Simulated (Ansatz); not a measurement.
# A failed many-body run on YCrB4 (Pbam)

Aim: the G0W0 gap of YCrB4 (Pbam). The first input has a fault.

Calculated with Ansatz 0.2.0; G0W0 on LDA, plane waves, PAW.

## 1. The structure

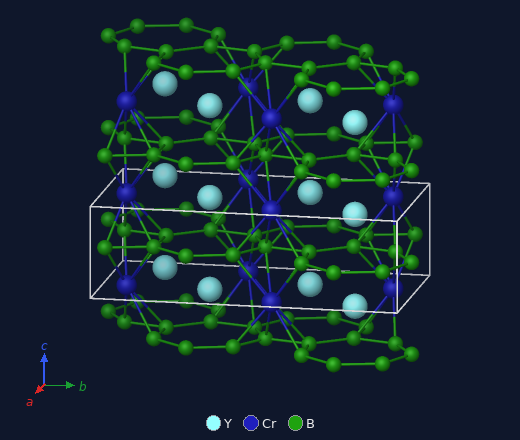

The starting structure, seen slightly off an axis (yttrium light teal, chromium blue, boron green). 1×1×2 cells are drawn. Some periodic images of atoms are drawn too.

Coordinates:

```cif
data_structure
_symmetry_space_group_name_H-M 'Pbam'
_symmetry_Int_Tables_number 55
_cell_length_a 5.9720
_cell_length_b 11.4600
_cell_length_c 3.4610
_cell_angle_alpha 90.000
_cell_angle_beta 90.000
_cell_angle_gamma 90.000
_cell_volume 236.87
loop_
_atom_site_label
_atom_site_type_symbol
_atom_site_symmetry_multiplicity
_atom_site_Wyckoff_symbol
_atom_site_fract_x
_atom_site_fract_y
_atom_site_fract_z
_atom_site_occupancy
Y1 Y 4 g 0.12412 0.15037 0.00000 1
Cr1 Cr 4 g 0.12013 0.42178 0.00000 1
B1 B 4 h 0.27888 0.31667 0.50000 1
B2 B 4 h 0.47560 0.19123 0.50000 1
B3 B 4 h 0.38769 0.04654 0.50000 1
B4 B 4 h 0.36116 0.46746 0.50000 1
```

Geometry: measured cell, ions relaxed with LDA. The runs that relaxed it are not among those shown. The default PAW set here is soft_2. Its files were made with PBE.

## 2. First try

input.yaml reads:

```yaml
crystal:
  lattice:
    - [5.972, 0.0, 0.0]
    - [0.0, 11.46, 0.0]
    - [0.0, 0.0, 3.461]
  atoms:
    - { symbol: "Y", position: [0.1241200582, 0.1503666462, 0.0] }
    - { symbol: "Y", position: [0.8758799418, 0.8496333538, 0.0] }
    - { symbol: "Y", position: [0.6241200582, 0.3496333538, 0.0] }
    - { symbol: "Y", position: [0.3758799418, 0.6503666462, 0.0] }
    - { symbol: Cr, position: [0.1201299701, 0.4217788391, 0.0] }
    - { symbol: Cr, position: [0.8798700299, 0.5782211609, 0.0] }
    - { symbol: Cr, position: [0.6201299701, 0.0782211609, 0.0] }
    - { symbol: Cr, position: [0.3798700299, 0.9217788391, 0.0] }
    - { symbol: B, position: [0.2788787008, 0.3166664432, 0.5] }
    - { symbol: B, position: [0.7211212992, 0.6833335568, 0.5] }
    - { symbol: B, position: [0.7788787008, 0.1833335568, 0.5] }
    - { symbol: B, position: [0.2211212992, 0.8166664432, 0.5] }
    - { symbol: B, position: [0.4755978654, 0.19122572, 0.5] }
    - { symbol: B, position: [0.5244021346, 0.80877428, 0.5] }
    - { symbol: B, position: [0.9755978654, 0.30877428, 0.5] }
    - { symbol: B, position: [0.0244021346, 0.69122572, 0.5] }
    - { symbol: B, position: [0.3876900757, 0.0465439879, 0.5] }
    - { symbol: B, position: [0.6123099243, 0.9534560121, 0.5] }
    - { symbol: B, position: [0.8876900757, 0.4534560121, 0.5] }
    - { symbol: B, position: [0.1123099243, 0.5465439879, 0.5] }
    - { symbol: B, position: [0.3611603249, 0.4674623973, 0.5] }
    - { symbol: B, position: [0.6388396751, 0.5325376027, 0.5] }
    - { symbol: B, position: [0.8611603249, 0.0325376027, 0.5] }
    - { symbol: B, position: [0.1388396751, 0.9674623973, 0.5] }
kpoints:
  mp_grid: { grid: [2, 2, 4] }
hamiltonian:
  xc: lda
scf:
  occupations: { method: fixed }
gw:
  n_empty_bands: 4
  ecut_chi: 40
  qp_bands: [v4, c4]
  qp_kpoints: band_edges
  screening: { model: contour_deformation }
```

Run with:

```
$ ansatz run input.yaml --threads 24 --pin off --max-ram 82944MiB --backend cuda --events-out ev --progress --plain --runs-dir out --devices 1 --max-vram 78GiB
```

Numbers of over 12 decimals in the logs are rounded to 6 here.

The program printed:

```text
GPUs: using 1 of 1 available (devices: 1).
Engine: ansatz 0.2.0, aarch64-unknown-linux-gnu
Pseudopotentials: kind: paw
Pseudopotential: Y, paw, valence charge 11, recommended cutoff 420 eV (normal), Y.paw.azcp
Pseudopotential: Cr, paw, valence charge 14, recommended cutoff 420 eV (normal), Cr.paw.azcp
Pseudopotential: B, paw, valence charge 3, recommended cutoff 420 eV (normal), B.paw.azcp
Functional definition: SPW92
  exchange = slater_x
  correlation = pw_c
[...]
Crystal: 24 atoms, lattice volume = 236.868 Å³
Basis set: ecut = 420 eV, 4603 PW (Γ)
Bands: 98, of which v1, the nominal top of the filled ones, is band 74 counted from 1 (73 counted from 0)
Symmetry: 8 space group operations
Space group: Pbam (ITA 55), of the structure as read, at distance tolerance 6.2e-5 Å
k-points: 12 of 16
Non-local potential: Y, projectors of the file, l = 0: 3, l = 1: 2, l = 2: 2, l = 3: 1
Non-local potential: Cr, projectors of the file, l = 0: 3, l = 1: 2, l = 2: 3, l = 3: 1
Non-local potential: B, projectors of the file, l = 0: 2, l = 1: 2, l = 2: 1
PAW form: soft (Blöchl's): semilocal exchange-correlation on the pseudo side does not see the compensation charge
PAW frozen core: Y, regenerated for the run's functional, and the local potential with it (the file was generated under x = pbe(κ = 0.804, μ = 0.219515), c = pbe(β = 0.066725))
PAW frozen core: Cr, regenerated for the run's functional, and the local potential with it (the file was generated under x = pbe(κ = 0.804, μ = 0.219515), c = pbe(β = 0.066725))
PAW frozen core: B, regenerated for the run's functional, and the local potential with it (the file was generated under x = pbe(κ = 0.804, μ = 0.219515), c = pbe(β = 0.066725))
PAW one-centre angular grid: Y, 590 points (default); XC on 64 Gauss nodes
PAW one-centre angular grid: Cr, 590 points (default); XC on 64 Gauss nodes
PAW one-centre angular grid: B, 110 points (default); XC on 64 Gauss nodes
Initial density: superposition of atomic densities (neutral atoms: chi_scale 0, normalization atom), corrected by the library's trained network
Initial wavefunctions: pseudopotential atomic-orbital guess
[...]
Functional: x = slater, c = lda
SCF iter   1: F=—  HF=-30687.655765 eV  |F-HF|=—  |Δ(HF+E_count)|=         —  Δρ=9.68e-3  dr2=2.00e-1  ethr=1.77e-3  ⟨swp⟩=3.5  Hψ=3703  notcnv=0  defer=224
preconditioner: auto → Resta (q_TF=auto, 2.523 Å⁻¹)  ε∞=6.1  [insulator: Δε(μ)=0.362 eV  Ē_g=11.109 eV  n_scr=70 (ndim 8)  ℏωp=25.1 eV  f_vac=0.000  ε∞_Penn≈6.1]
SCF iter   2: F=—  HF=-30687.625658 eV  |F-HF|=—  |Δ(HF+E_count)|=   3.01e-2  Δρ=8.41e-3  dr2=1.55e-1  ethr=1.35e-4  ⟨swp⟩=2.0  Hψ=1409  notcnv=0  defer=261
SCF iter   3: F=—  HF=-30687.618496 eV  |F-HF|=—  |Δ(HF+E_count)|=   7.16e-3  Δρ=6.41e-3  dr2=1.39e-1  ethr=1.05e-4  ⟨swp⟩=2.2  Hψ=1385  notcnv=0  defer=255
SCF iter   4: F=—  HF=-30687.602510 eV  |F-HF|=—  |Δ(HF+E_count)|=   1.60e-2  Δρ=9.78e-4  dr2=1.94e-3  ethr=9.38e-5  ⟨swp⟩=2.0  Hψ=1302  notcnv=0  defer=261
SCF iter   5: F=—  HF=-30687.602041 eV  |F-HF|=—  |Δ(HF+E_count)|=   4.69e-4  Δρ=1.58e-4  dr2=5.37e-5  ethr=1.31e-6  ⟨swp⟩=2.2  Hψ=1446  notcnv=0  defer=263
SCF iter   6: F=—  HF=-30687.602031 eV  |F-HF|=—  |Δ(HF+E_count)|=   1.04e-5  Δρ=3.51e-5  dr2=2.27e-6  ethr=3.63e-8  ⟨swp⟩=2.1  Hψ=1693  notcnv=0  defer=209
SCF iter   7: F=—  HF=-30687.602031 eV  |F-HF|=—  |Δ(HF+E_count)|=   3.03e-7  Δρ=1.43e-5  dr2=5.41e-7  ethr=1.54e-9  ⟨swp⟩=2.0  Hψ=1409  notcnv=0  defer=209
SCF iter   8: F=-30687.602030 eV  HF=-30687.602030 eV  |F-HF|=2.83e-8  |Δ(HF+E_count)|=   5.45e-8  Δρ=3.45e-6  dr2=3.28e-8  ethr=6.76e-11  ⟨swp⟩=10.7  Hψ=4888  notcnv=0
SCF 1 converged in 8 iterations: F = -30687.602030 eV  dr2 = 3.28e-8
[...]
NSCF: frozen V_eff on 12 k-points
[...]
SCF converged after 8 iterations
[...]
5    71     12.5136   -21.0178     2.6920   -20.2115  0.5614    14.1711    14.3993  root ?
     5    72     12.5136   -21.0178     2.6920   -20.2115  0.5614    14.1711    14.3993  root ?
     5    73     13.0076   -25.0197     2.1637   -24.5185  0.4668    14.5294    14.6701  root ?
     5    74     13.0076   -25.0197     2.1637   -24.5185  0.4668    14.5294    14.6701  root ?
     5    75     13.7120   -20.9538    -3.0058   -26.0211  0.4877    15.6726    15.7735  root ?
     5    76     13.7120   -20.9538    -3.0058   -26.0211  0.4877    15.6726    15.7735  root ?
     5    77     14.2429   -17.7369    -3.5049   -24.0119  0.5803    17.0977    17.0129  root ?
     5    78     14.2429   -17.7369    -3.5049   -24.0119  0.5803    17.0977    17.0129  root ?
     6    71     12.8687   -16.5412     1.3818   -17.1669  0.6207    14.7080    14.8761  root ?
     6    72     12.8687   -16.5412     1.3818   -17.1669  0.6207    14.7080    14.8761  root ?
     6    73     13.3505   -21.8407     1.7012   -22.2858  0.5686    15.2776    15.4969  root ?
     6    74     13.3505   -21.8407     1.7012   -22.2858  0.5686    15.2776    15.4969  root ?
     6    75     13.7777   -17.4942    -1.5764   -21.2808  0.5985    15.9230    15.9879  root ?
     6    76     13.7777   -17.4942    -1.5764   -21.2808  0.5985    15.9230    15.9879  root ?
[...]
9    75     14.1664   -15.8561    -1.6115   -19.8989  0.6481    16.5559    16.5978  root
     9    76     14.1664   -15.8561    -1.6115   -19.8989  0.6481    16.5559    16.5978  root
[...]
10    75     13.8452   -16.7092    -2.0697   -21.2295  0.6037    16.2268    16.2958  root
    10    76     13.8452   -16.7092    -2.0697   -21.2295  0.6037    16.2268    16.2958  root
[...]
11    74     13.0072   -25.2712     2.1283   -24.7983  0.4602    14.5165    14.6625  root ?
    11    75     13.7400   -21.0115    -3.0979   -26.1439  0.4846    15.6954    15.7744  root ?
    11    76     13.7400   -21.0115    -3.0979   -26.1439  0.4846    15.6954    15.7744  root ?
    11    77     14.6287   -17.8450    -4.1654   -24.4767  0.4997    16.8975    17.0949  root ?
    11    78     14.6287   -17.8450    -4.1654   -24.4767  0.4997    16.8975    17.0949  root ?
```

It took 3.5 s on 1 × NVIDIA GB200 (shared by 2 runs) with 24 threads of Arm Neoverse V2, shared host; peak memory 1.4 GiB; 9.5 s of CPU time.

**What went wrong?**

The run ended normally, though the input holds a fault or crude settings.

The fault: four empty bands in G0W0. The sums over empty states are cut off almost at the gap, so screening and correlation are far from complete.

It printed a gap of 0.27 eV, which is an artefact of the settings.

## 3. A better input

G0W0 replaces the xc potential by the self-energy, built once from these orbitals. Only a window of levels is corrected, while the sums run over the empty bands that the input names.

Changes to input.yaml since step 2:

```diff
@@ -37,4 +37,4 @@
 gw:
-  n_empty_bands: 4
-  ecut_chi: 40
+  n_empty_bands: 459
+  ecut_chi: 90
   qp_bands: [v4, c4]
```

The program printed:

```text
GPUs: using 1 of 1 available (devices: 1).
[...]
Crystal: 24 atoms, lattice volume = 236.868 Å³
Basis set: ecut = 420 eV, 4603 PW (Γ)
Bands: 98, of which v1, the nominal top of the filled ones, is band 74 counted from 1 (73 counted from 0)
[... 1 set-up line as in the run before ...]
[...]
k-points: 12 of 16
[...]
SCF iter   1: F=—  HF=-30687.655765 eV  |F-HF|=—  |Δ(HF+E_count)|=         —  Δρ=9.68e-3  dr2=2.00e-1  ethr=1.77e-3  ⟨swp⟩=3.5  Hψ=3703  notcnv=0  defer=224
[...]
SCF iter   8: F=-30687.602030 eV  HF=-30687.602030 eV  |F-HF|=2.83e-8  |Δ(HF+E_count)|=   5.45e-8  Δρ=3.45e-6  dr2=3.28e-8  ethr=6.76e-11  ⟨swp⟩=10.7  Hψ=4888  notcnv=0
SCF 1 converged in 8 iterations: F = -30687.602030 eV  dr2 = 3.28e-8
[...]
NSCF: frozen V_eff on 12 k-points
[...]
SCF converged after 8 iterations
[...]
4    78     14.3284   -18.0843    -4.9230   -24.0639  0.6619    15.3977    15.3850  root
     5    71     12.5136   -21.0178     1.5259   -20.2115  0.6842    13.2178    13.2332  root
     5    72     12.5136   -21.0178     1.5259   -20.2115  0.6842    13.2178    13.2332  root
     5    73     13.0076   -25.0197     1.4856   -24.5185  0.6271    13.9583    13.9920  root
     5    74     13.0076   -25.0197     1.4856   -24.5185  0.6271    13.9583    13.9920  root
     5    75     13.7120   -20.9538    -3.9012   -26.0211  0.6360    14.8818    14.8781  root
     5    76     13.7120   -20.9538    -3.9012   -26.0211  0.6360    14.8818    14.8781  root
     5    77     14.2429   -17.7369    -5.2106   -24.0119  0.6562    15.3217    15.3072  root
[...]
11    75     13.7400   -21.0115    -3.9552   -26.1439  0.6342    14.9112    14.9171  root
    11    76     13.7400   -21.0115    -3.9552   -26.1439  0.6342    14.9112    14.9171  root
    11    77     14.6287   -17.8450    -5.5646   -24.4767  0.6340    15.6631    15.6956  root
    11    78     14.6287   -17.8450    -5.5646   -24.4767  0.6340    15.6631    15.6956  root
```

It took 9.6 s on 1 × NVIDIA GB200 (shared by 2 runs) with 24 threads; peak memory 2.5 GiB; 30 s of CPU time.

Numbers from this step:

- bands summed: 533
- RPA ε∞ on this mesh (eigenvalues): 40.63, 41.89, 47.02
- plane waves in the screening matrix: 457
- q-points in the mesh: 16
- G0W0 gap on the mesh: 0.3214 eV
- k of the valence top: -0.5, -0.5, 0
- k of the conduction bottom: 0, 0, 0.25
- starting gap on the mesh: 0.2907 eV
- Z at the valence top: 0.6724
- Z at the conduction bottom: 0.6848
- least direct G0W0 gap on the computed points: 0.4237 eV

The gap on the mesh goes from 0.29 eV to 0.32 eV, a correction of +0.03 eV. Between the two edge states, bare exchange in place of the xc potential would open the gap by 4.04 eV, and correlation takes back 4.01 eV.

## 4. What came out

| Quantity | Value |
| --- | --- |
| first try | converged after 3.5 s |
| better run | G0W0 gap on the mesh 0.32 eV (2×2×4 mesh, 459 empty bands, screening to 90 eV) |

In words: The second run differs in: empty bands and screening cutoff (eV). Bands and cutoff are finite, so the gap is not at the basis limit. The miss can reach some tenths of an eV and take either sign; the mesh is an error of its own. The 2×2×4 mesh is coarse for this cell (its supercell is 12 Å along the shortest edge). The RPA ε∞ on it, from the LDA start, is 40.63, 41.89 and 47.02; such meshes misread the long-range screening, most where the gap is narrow. The RPA ε∞ on this mesh reaches over 25; with a narrow direct gap a coarse mesh can overstate it, and the correction is then too small. The runs have no spin polarisation. For a closed low-spin shell that is the natural state; where a d or f shell is open it is a constraint, and the gap is then not the crystal's own. With d states at the gap, one-shot GW leans hard on its start. The many-body steps are scalar-relativistic: spin-orbit coupling is not in them.

[Paths, hosts, dates, memory and timing lines, banners, echoed tables and standing remarks are left out of the program output.]

[Logs are printed without paths, hosts, clocks, repeated set-up lines and the standing remarks that a program may print on its own settings, such as how far it seeks lower states.]

[Runs of the session that timed out or met a known fault of the program may be left out.]

[Cells called generated may have been cut or substituted from an entry of the Crystallography Open Database or the Materials Project.]

[Hosts, paths, dates, database ids (printed as entryN), source tags and the programs' standing remarks are cut or masked in the printed files.]
